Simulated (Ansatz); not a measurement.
```tsv
atom	x (Å)	y (Å)	z (Å)
S	-1.0554	0.1258	1.5229
C	0.3008	0.1448	0.3943
O	0.4764	-1.0683	-0.4703
Al	0.0097	0.2197	-1.4602
Cl	-0.3976	0.7285	-3.4145
H	-0.5110	-0.6260	2.5022
H	1.2383	0.4074	0.8799
```

Geometry: PBE0-D4/def2-TZVP.

All numbers below come from Ansatz 0.2.0, RKS PBE0-D4/def2-TZVPP.

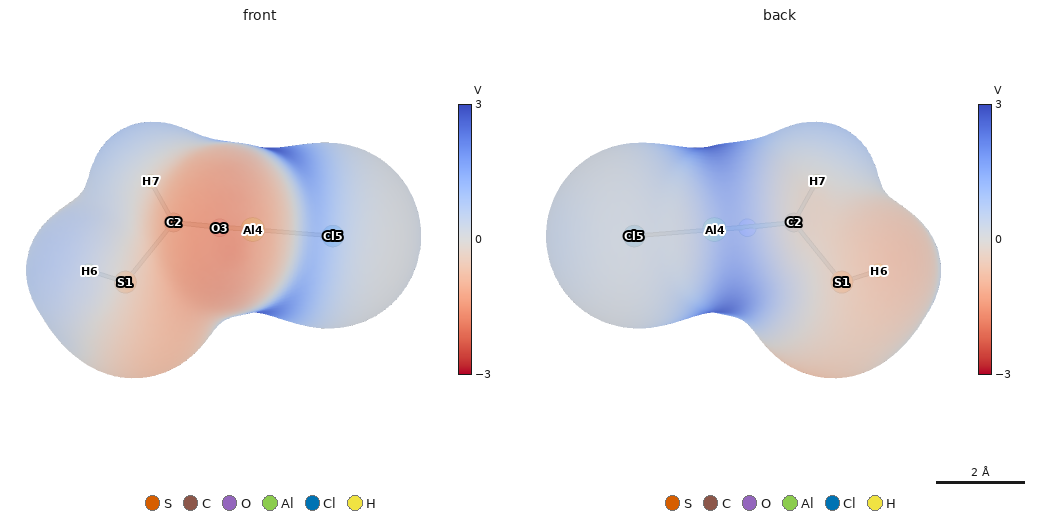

CH2AlClOS (SMILES S[CH]1[O][Al]1[Cl]). The molecular electrostatic potential painted on the density surface at 0.001 e/bohr³, seen from the front and from behind; the colour scale runs from red (negative) to blue (positive).

**Which sites attract a positive test charge, and which a negative one?**

A positive charge is drawn to the negative regions and a negative charge to the positive ones. The most negative region (about −1.5 V) lies over O3, the most positive (about +2.6 V) over Al4. O3 is the likeliest acceptor of a hydrogen bond.
